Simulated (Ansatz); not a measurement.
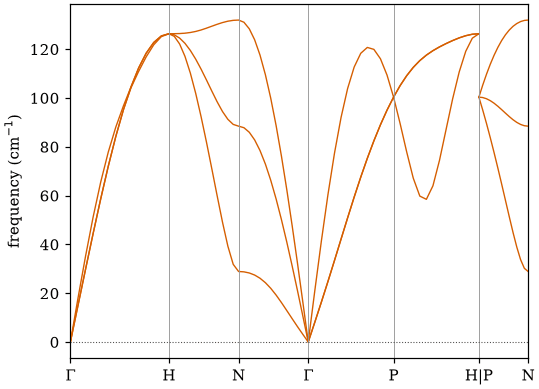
*Phonon dispersion of Na (bcc (W type), Im-3m), DFT-PBEsol in the program Ansatz with PAW potentials; imaginary frequencies are drawn negative*

Is this phase dynamically stable?

Yes, on this path no branch is imaginary.

How high does the spectrum reach?

About 130 cm⁻¹ (4.0 THz).

Symmetry was held in the PBEsol relaxation. As this level gives no gap, phonon frequencies hold no LO–TO term and depend on the k-mesh and smearing (Fermi–Dirac, 0.1 eV here).

Potentials: the earlier of the program's two PAW sets. The files were generated under PBE; for other functionals the program regenerates the frozen cores, and for LDA and PBEsol the local potential too.
